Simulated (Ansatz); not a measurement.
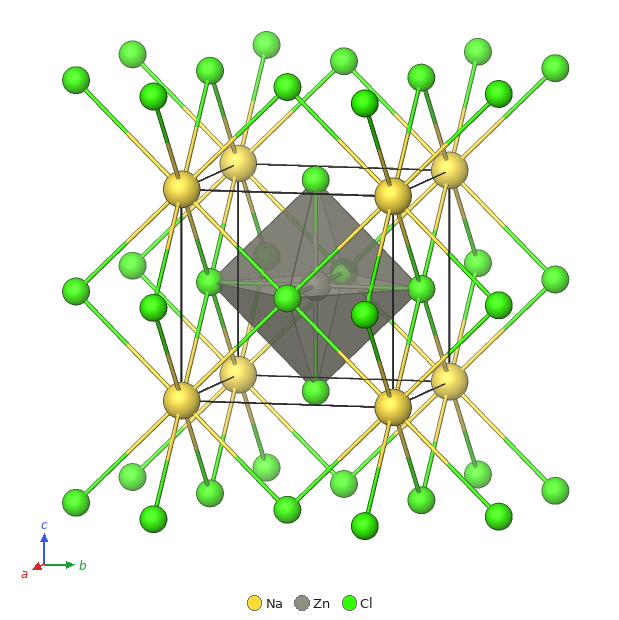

A polyhedral picture of a crystal structure, seen slightly off an axis. The wireframe shows the conventional unit cell. Some atoms of the next cells are drawn as well.

NaZnCl$_{3}$, space group P4/mmm (No. 123), a = 4.931 Å, b = 4.931 Å, c = 4.798 Å, α = 90.00°, β = 90.00°, γ = 90.00°. The structure was taken from a structure type filled with these elements by a generator (whether the compound takes this form wasn't checked). The cell was then strained or its atoms displaced on purpose. Ansatz was used for an electronic-structure calculation on it.

This one geometry was computed with Ansatz (DFT, plane waves, PAW) at three levels of theory: HSE06, r2SCAN and PBE. It was relaxed with r2SCAN and then strained.

Question: How does the band gap change with the level of theory?

Answer: PBE: a gap of 1.62 eV, indirect; r2SCAN: a gap of 2.27 eV, indirect; HSE06: a gap of 3.12 eV, indirect.

Question: Collect the results in a table.

Answer:
| level | cutoff (eV) | k-mesh of the run's cell | gap (eV) | pressure (GPa) |
| --- | --- | --- | --- | --- |
| HSE06 | 420 | 4×4×4 | 3.12 | 0.0 |
| r2SCAN | 500 | 6×6×6 | 2.27 | -0.6 |
| PBE | 420 | 6×6×6 | 1.62 | 0.7 |

Gaps are taken on the k-mesh or band path of each run.
